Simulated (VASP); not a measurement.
Band structure of MoTe$_{2}$ (2H layered). These are rev-vdW-DF2, VASP's PBE PAW potentials (set 64) (plane waves; VASP 6.6.1) values and carry that method's errors.

Unless said otherwise, spin-orbit coupling is left out, though it shifts the bands of the heavy elements here.

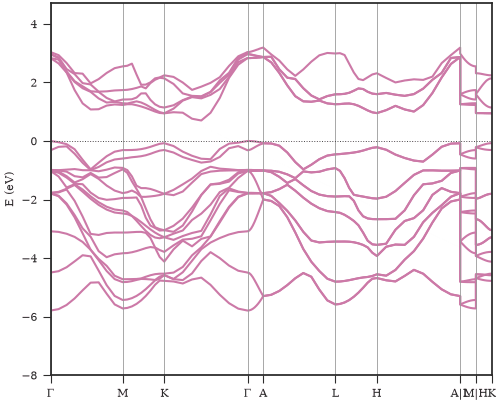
Figure: Bands along high-symmetry lines, zero at the valence-band maximum or, without a gap, the Fermi level

**Question.** Read the plot: is there a gap, and where are the band edges?

**Answer.** The gap is indirect, 0.70 eV, from the valence maximum at Γ to the conduction minimum at K-Γ at 0.44. (Edges off the drawn lines would not show.)

Measured: gap 1.06 eV at 4 K (computed value off by -0.36 eV), as given by Desman Perdamaian Gulo et al., Physical Review Materials (2023), doi:10.1103/physrevmaterials.7.044001.

The compound is MoTe2 in the 2H layered structure. It was relaxed first.
